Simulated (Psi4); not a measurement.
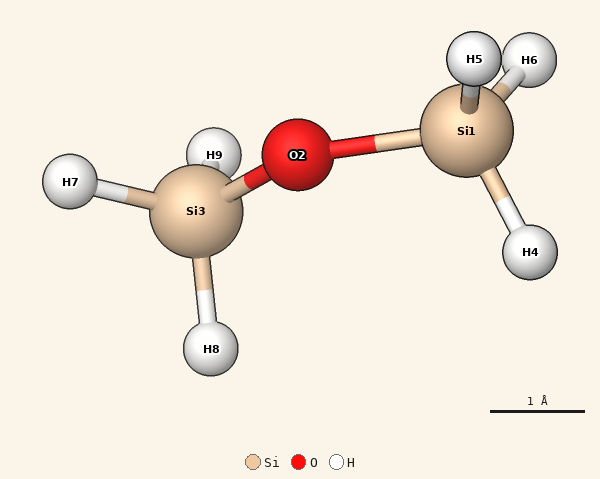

The structure as given in the input (ball-and-stick view, seen at a tilt; atoms are numbered from 1 in the order of the input). Bond lengths as drawn: H–Si 1.48 to 1.49 Å and O–Si 1.63 to 1.88 Å.

**Energy and gradient calculation of Si2H6O**

System: Si2H6O, SMILES [SiH3]O[SiH3].
Method: B3LYP/6-31G*, RKS (Psi4 1.11).

A bond length was changed on purpose from its optimised value.

Log:
```
Psi4 1.11 release

gradient() will perform analytic gradient computation.

   => Loading Basis Set <=

    Name: 6-31G*
    Role: ORBITAL
    Keyword: BASIS

         ---------------------------------------------------------
                                   SCF
                              RKS Reference
                        1 Threads,   2098 MiB Core
         ---------------------------------------------------------

  ==> Geometry <==

    Molecular point group: c1
    Full point group: C1

    Geometry (in Angstrom), charge = 0, multiplicity = 1:

       Center              X                  Y                   Z               Mass
    ------------   -----------------  -----------------  -----------------  -----------------
         SI           0.000010196054     0.361733947363    -1.675041412880    27.976926534650
         O            0.000010196054     0.361733947363     0.203858587120    15.994914619570
         SI           0.000010196054    -0.523226829719     1.577258948868    27.976926534650
         H            1.233561255065    -0.290420302730    -2.187629655952     1.007825032230
         H           -0.048932075274     1.768842876689    -2.139446209816     1.007825032230
         H           -1.184973182162    -0.375034686764    -2.187866645082     1.007825032230
         H           -0.049591982714     0.408027561937     2.729789895182     1.007825032230
         H            1.233852122203    -1.348598204053     1.655204267572     1.007825032230
         H           -1.184644034813    -1.420802566896     1.608977081644     1.007825032230

  Running in c1 symmetry.

  Rotational constants: A =      1.13909  B =      0.08701  C =      0.08569 [cm^-1]
  Rotational constants: A =  34149.17439  B =   2608.60776  C =   2568.90003 [MHz]
  Nuclear repulsion =  151.324135108828528

  Charge       = 0
  Multiplicity = 1
  Electrons    = 42
  Nalpha       = 21
  Nbeta        = 21

  ==> Algorithm <==

  SCF Algorithm Type is PK.
  DIIS enabled.
  MOM disabled.
  Fractional occupation disabled.
  Guess Type is SAD.
  Energy threshold   = 1.00e-09
  Density threshold  = 1.00e-08
  Integral threshold = 1.00e-12

  ==> Primary Basis <==

  Basis Set: 6-31G*
    Blend: 6-31G*
    Number of shells: 34
    Number of basis functions: 65
    Number of Cartesian functions: 65
    Spherical Harmonics?: false
    Max angular momentum: 2

  ==> DFT Potential <==

   => LibXC <=

    Version 7.1.2

   => Composite Functional: B3LYP <=

    B3LYP Hyb-GGA Exchange-Correlation Functional

    Deriv               =              1
    GGA                 =           TRUE
    Meta                =          FALSE

    Exchange Hybrid     =           TRUE
    MP2 Hybrid          =          FALSE

   => Exchange Functionals <=

    0.0800   Slater exchange
    0.7200         Becke 88

   => Exact (HF) Exchange <=

    0.2000               HF

   => Correlation Functionals <=

    0.1900   Vosko, Wilk & Nusair (VWN5_RPA)
    0.8100   Lee, Yang & Parr

   => LibXC Density Thresholds  <==

    XC_HYB_GGA_XC_B3LYP:  1.00E-15

   => Molecular Quadrature <=

    Radial Scheme          =       TREUTLER
    Pruning Scheme         =           NONE
    Nuclear Scheme         =       TREUTLER

    Blocking Scheme        =         OCTREE
    BS radius alpha        =              1
    Pruning alpha          =              1
    Radial Points          =             99
    Spherical Points       =            590
    Total Points           =         499972
    Total Blocks           =           3604
    Max Points             =            256
    Max Functions          =             64
    Weights Tolerance      =       1.00E-15

  ==> Integral Setup <==

  Using in-core PK algorithm.
   Calculation information:
      Number of atoms:                   9
      Number of AO shells:              34
      Number of primitives:             93
      Number of atomic orbitals:        65
      Number of basis functions:        65

      Integral cutoff                 1.00e-12
      Number of threads:                 1

  Performing in-core PK
  Using 4603170 doubles for integral storage.
  We computed 158648 shell quartets total.
  Whereas there are 177310 unique shell quartets.

  ==> DiskJK: Disk-Based J/K Matrices <==

    J tasked:                  Yes
    K tasked:                  Yes
    wK tasked:                  No
    Memory [MiB]:              780
    Schwarz Cutoff:          1E-12

  Cached 100.0% of DFT collocation blocks in 0.775 [GiB].

  Minimum eigenvalue in the overlap matrix is 9.0261133505E-03.
  Reciprocal condition number of the overlap matrix is 1.5782362421E-03.
    Using symmetric orthogonalization.

  ==> Pre-Iterations <==

  SCF Guess: Superposition of Atomic Densities via on-the-fly atomic UHF (no occupation information).

   -------------------------
    Irrep   Nso     Nmo
   -------------------------
     A         65      65
   -------------------------
    Total      65      65
   -------------------------

  ==> Iterations <==

                        Total Energy        Delta E     RMS |[F,P]|

   @RKS iter SAD:  -657.10000948421418   -6.57100e+02   0.00000e+00
   @RKS iter   1:  -657.66938780917769   -5.69378e-01   1.04272e-02 ADIIS/DIIS
   @RKS iter   2:  -656.88721669810184    7.82171e-01   2.29085e-02 ADIIS/DIIS
   @RKS iter   3:  -657.85825338952338   -9.71037e-01   9.55553e-04 ADIIS/DIIS
   @RKS iter   4:  -657.86027942413250   -2.02603e-03   3.17212e-04 ADIIS/DIIS
   @RKS iter   5:  -657.86050064228527   -2.21218e-04   6.68904e-05 DIIS
   @RKS iter   6:  -657.86051200778684   -1.13655e-05   8.77202e-06 DIIS
   @RKS iter   7:  -657.86051214990982   -1.42123e-07   6.71400e-07 DIIS
   @RKS iter   8:  -657.86051215098382   -1.07400e-09   1.47156e-07 DIIS
   @RKS iter   9:  -657.86051215103066   -4.68390e-11   3.69563e-08 DIIS
   @RKS iter  10:  -657.86051215103419   -3.52429e-12   8.28131e-09 DIIS
  Energy and wave function converged.

  ==> Post-Iterations <==

   Electrons on quadrature grid:
      Ntotal   =   41.9999998519 ; deviation = -1.481e-07

    Orbital Energies [Eh]
    ---------------------

    Doubly Occupied:

       1A    -66.186474     2A    -66.141945     3A    -19.138189
       4A     -5.329923     5A     -5.289469     6A     -3.690404
       7A     -3.687666     8A     -3.687629     9A     -3.649526
      10A     -3.647250    11A     -3.647237    12A     -0.948528
      13A     -0.573155    14A     -0.512055    15A     -0.413052
      16A     -0.388112    17A     -0.386777    18A     -0.355849
      19A     -0.355115    20A     -0.294664    21A     -0.288612

    Virtual:

      22A     -0.022146    23A      0.047738    24A      0.064020
      25A      0.065113    26A      0.092147    27A      0.104325
      28A      0.112527    29A      0.146760    30A      0.178096
      31A      0.217829    32A      0.218423    33A      0.226643
      34A      0.247957    35A      0.265853    36A      0.307678
      37A      0.418001    38A      0.544994    39A      0.560393
      40A      0.601617    41A      0.605620    42A      0.653695
      43A      0.657021    44A      0.681727    45A      0.691832
      46A      0.740157    47A      0.876991    48A      0.990694
      49A      1.082517    50A      1.093590    51A      1.120000
      52A      1.137730    53A      1.147480    54A      1.157248
      55A      1.166594    56A      1.292320    57A      1.485357
      58A      1.827925    59A      1.838263    60A      1.970889
      61A      2.216354    62A      2.614937    63A      2.918087
      64A      2.934179    65A      3.675638

    Final Occupation by Irrep:
              A
    DOCC [    21 ]
    NA   [    21 ]
    NB   [    21 ]

  @RKS Final Energy:  -657.86051215103419

   => Energetics <=

    Nuclear Repulsion Energy =            151.3241351088285285
    One-Electron Energy =               -1210.8232241102437001
    Two-Electron Energy =                 444.1269367857365751
    DFT Exchange-Correlation Energy =     -42.4883599353557244
    Empirical Dispersion Energy =           0.0000000000000000
    VV10 Nonlocal Energy =                  0.0000000000000000
    Total Energy =                       -657.8605121510341860

Computation Completed

Properties will be evaluated at   0.000000,   0.000000,   0.000000 [a0]

Properties computed using the SCF density matrix

 Multipole Moments:

 ------------------------------------------------------------------------------------
     Multipole            Electronic (a.u.)      Nuclear  (a.u.)        Total (a.u.)
 ------------------------------------------------------------------------------------

 L = 1.  Multiply by 2.5417464519 to convert [e a0] to [Debye]
 Dipole X            :          0.0002056           -0.0006819           -0.0004763
 Dipole Y            :          1.0952780           -1.1811055           -0.0858275
 Dipole Z            :         -0.1353042           -0.4895469           -0.6248511
 Magnitude           :                                                    0.6307182

 ------------------------------------------------------------------------------------

	total time  =         18 seconds =       0.30 minutes

         ------------------------------------------------------------
                                   SCF GRAD
         ------------------------------------------------------------

  ==> Geometry <==

    Molecular point group: c1
    Full point group: C1

    Geometry (in Angstrom), charge = 0, multiplicity = 1:

       Center              X                  Y                   Z               Mass
    ------------   -----------------  -----------------  -----------------  -----------------
         SI           0.000010196054     0.361733947363    -1.675041412880    27.976926534650
         O            0.000010196054     0.361733947363     0.203858587120    15.994914619570
         SI           0.000010196054    -0.523226829719     1.577258948868    27.976926534650
         H            1.233561255065    -0.290420302730    -2.187629655952     1.007825032230
         H           -0.048932075274     1.768842876689    -2.139446209816     1.007825032230
         H           -1.184973182162    -0.375034686764    -2.187866645082     1.007825032230
         H           -0.049591982714     0.408027561937     2.729789895182     1.007825032230
         H            1.233852122203    -1.348598204053     1.655204267572     1.007825032230
         H           -1.184644034813    -1.420802566896     1.608977081644     1.007825032230

  Nuclear repulsion =  151.324135108828528

  ==> Basis Set <==

  Basis Set: 6-31G*
    Blend: 6-31G*
    Number of shells: 34
    Number of basis functions: 65
    Number of Cartesian functions: 65
    Spherical Harmonics?: false
    Max angular momentum: 2

  ==> DirectJKGrad: Integral-Direct SCF Gradients <==

    Gradient:                    1
    J tasked:                  Yes
    K tasked:                  Yes
    wK tasked:                  No
    Integrals threads:           1
    Schwarz Cutoff:          1E-12

  ==> DFT Potential <==

   => LibXC <=

    Version 7.1.2

   => Composite Functional: B3LYP <=

    B3LYP Hyb-GGA Exchange-Correlation Functional

    Deriv               =              1
    GGA                 =           TRUE
    Meta                =          FALSE

    Exchange Hybrid     =           TRUE
    MP2 Hybrid          =          FALSE

   => Exchange Functionals <=

    0.0800   Slater exchange
    0.7200         Becke 88

   => Exact (HF) Exchange <=

    0.2000               HF

   => Correlation Functionals <=

    0.1900   Vosko, Wilk & Nusair (VWN5_RPA)
    0.8100   Lee, Yang & Parr

   => LibXC Density Thresholds  <==

    XC_HYB_GGA_XC_B3LYP:  1.00E-15

   => Molecular Quadrature <=

    Radial Scheme          =       TREUTLER
    Pruning Scheme         =           NONE
    Nuclear Scheme         =       TREUTLER

    Blocking Scheme        =         OCTREE
    BS radius alpha        =              1
    Pruning alpha          =              1
    Radial Points          =             99
    Spherical Points       =            590
    Total Points           =         499972
    Total Blocks           =           3604
    Max Points             =            256
    Max Functions          =             64
    Weights Tolerance      =       1.00E-15

  -Total Gradient:
     Atom            X                  Y                   Z
    ------   -----------------  -----------------  -----------------
       1       -0.000024821539     0.003704778427    -0.069717478544
       2        0.000057511978    -0.010206309808     0.082309212965
       3       -0.000039864755     0.002464488138     0.004161001563
       4        0.000219544607    -0.000363266112    -0.002636034846
       5       -0.000010095338     0.000143864330    -0.003733692122
       6       -0.000203790461    -0.000381325058    -0.002599964264
       7        0.000026509077     0.000148250670    -0.002031248641
       8       -0.000900903462     0.002204415649    -0.002876222540
       9        0.000876730994     0.002279529076    -0.002873288742

	total time  =          8 seconds =       0.13 minutes

Properties will be evaluated at   0.000000,   0.000000,   0.000000 [a0]
OEProp: No title given, name of density matrix used for the following properties is 'SCF density'
  Mulliken Charges: (a.u.)
   Center  Symbol    Alpha    Beta     Spin     Total
       1    SI     6.68815  6.68815  0.00000  0.62369
       2     O     4.35383  4.35383  0.00000 -0.70766
       3    SI     6.70579  6.70579  0.00000  0.58842
       4     H     0.53520  0.53520  0.00000 -0.07039
       5     H     0.53157  0.53157  0.00000 -0.06315
       6     H     0.53526  0.53526  0.00000 -0.07051
       7     H     0.54577  0.54577  0.00000 -0.09154
       8     H     0.55212  0.55212  0.00000 -0.10424
       9     H     0.55231  0.55231  0.00000 -0.10462

   Total alpha = 21.00000, Total beta = 21.00000, Total charge = -0.00000

  Lowdin Charges: (a.u.)
   Center  Symbol    Alpha    Beta     Spin     Total
       1    SI     6.77231  6.77231  0.00000  0.45538
       2     O     4.32095  4.32095  0.00000 -0.64190
       3    SI     6.78543  6.78543  0.00000  0.42914
       4     H     0.51461  0.51461  0.00000 -0.02922
       5     H     0.50808  0.50808  0.00000 -0.01615
       6     H     0.51508  0.51508  0.00000 -0.03016
       7     H     0.52361  0.52361  0.00000 -0.04721
       8     H     0.52977  0.52977  0.00000 -0.05954
       9     H     0.53017  0.53017  0.00000 -0.06033

  Total alpha = 21.00000, Total beta = 21.00000, Total charge = -0.00000

  Mayer Bond Indices:

  Irrep: 1 Size: 9 x 9

                 1                   2                   3                   4                   5

    1     0.00000000000000     0.82025147774662     0.05728240810249     0.92379651177758     0.93359000186989
    2     0.82025147774662     0.00000000000000     1.00955618129090     0.01698192821998     0.01002893661134
    3     0.05728240810249     1.00955618129090     0.00000000000000     0.00152996942289     0.00322109968554
    4     0.92379651177758     0.01698192821998     0.00152996942289     0.00000000000000     0.01130788000876
    5     0.93359000186989     0.01002893661134     0.00322109968554     0.01130788000876     0.00000000000000
    6     0.92377247433759     0.01713289701175     0.00145692683194     0.01171969864747     0.01125697604096
    7     0.00847567753689     0.00823116381463     0.92170459363431     0.00056869698784    -0.00001356150184
    8     0.00142016500730     0.01770907140941     0.91335288433867     0.00050998573271     0.00028068545076
    9     0.00126011240733     0.01781687537457     0.91348858972460     0.00015394920754     0.00024055032203

                 6                   7                   8                   9

    1     0.92377247433759     0.00847567753689     0.00142016500730     0.00126011240733
    2     0.01713289701175     0.00823116381463     0.01770907140941     0.01781687537457
    3     0.00145692683194     0.92170459363431     0.91335288433867     0.91348858972460
    4     0.01171969864747     0.00056869698784     0.00050998573271     0.00015394920754
    5     0.01125697604096    -0.00001356150184     0.00028068545076     0.00024055032203
    6     0.00000000000000     0.00052511774589     0.00016097065249     0.00056250416540
    7     0.00052511774589     0.00000000000000     0.01096192912267     0.01086993520804
    8     0.00016097065249     0.01096192912267     0.00000000000000     0.01191515383808
    9     0.00056250416540     0.01086993520804     0.01191515383808     0.00000000000000

  Atomic Valences:

 #  #
 Irrep: 1
      1:    3.669848828785687
      2:    1.917708531479197
      3:    3.821592653031342
      4:    0.966568620004774
      5:    0.969912568487446
      6:    0.966587565433477
      7:    0.961323552548423
      8:    0.956310845552089
      9:    0.956307670247590

    Psi4 run time: 0:00:26.49
```

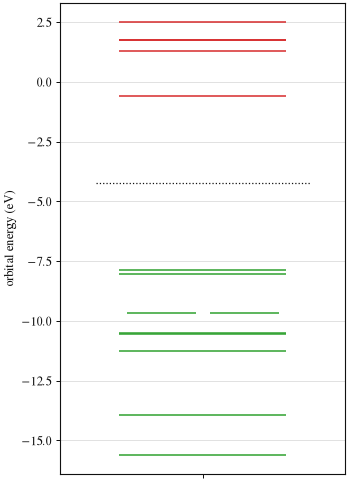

Orbital energies near the frontier; the dotted line parts filled from empty levels, and levels within 0.02 eV of each other stand side by side. Highest filled −7.85 eV, lowest empty −0.60 eV, 7.25 eV apart.

The run was set up as follows.

Input (input.in):
```
memory 2200 MB

molecule {
  0 1
  Si
  O 1 R2
  Si 2 R3 1 A3
  H 1 R4 2 A4 3 D4
  H 1 R5 4 A5 2 D5
  H 1 R6 5 A6 4 D6
  H 3 R7 2 A7 1 D7
  H 3 R8 7 A8 2 D8
  H 3 R9 7 A9 8 D9

  R2 = 1.8789
  R3 = 1.633825
  A3 = 147.20399
  R4 = 1.486506
  A4 = 110.17127
  D4 = -62.13547
  R5 = 1.482573
  A5 = 109.61905
  D5 = 119.02727
  R6 = 1.486608
  A6 = 109.63374
  D6 = -119.57661
  R7 = 1.482573
  A7 = 108.25491
  D7 = -177.98106
  R8 = 1.486499
  A8 = 109.61973
  D8 = 120.20271
  R9 = 1.486625
  A9 = 109.63335
  D9 = 119.57622
  symmetry c1
  no_reorient
  no_com
}

set globals {
  basis                6-31G*
  reference            rks
  puream               false
  e_convergence        1e-09
  d_convergence        1e-08
  scf_type             pk
  dft_radial_points    99
  dft_spherical_points 590
}

energy_value, wavefunction = gradient("b3lyp", return_wfn=True)
oeprop(wavefunction, "MAYER_INDICES", "LOWDIN_CHARGES", "MULLIKEN_CHARGES")
```

Launch command:
```bash
psi4 -n 1 input.in input.out
```

Key numbers:

- outcome: converged
- total energy: −657.860512 hartree
- basis functions: 65
- largest force: 4.265 eV/Å
- HOMO: −7.85 eV
- LUMO: −0.60 eV
- dipole moment: 1.60 D
- hardware: 1 thread of Intel Xeon @ 2.50GHz (Skylake/Cascade Lake), 189 GiB of memory available, shared host
- wall time: 29 s
- peak memory: 1.1 GiB
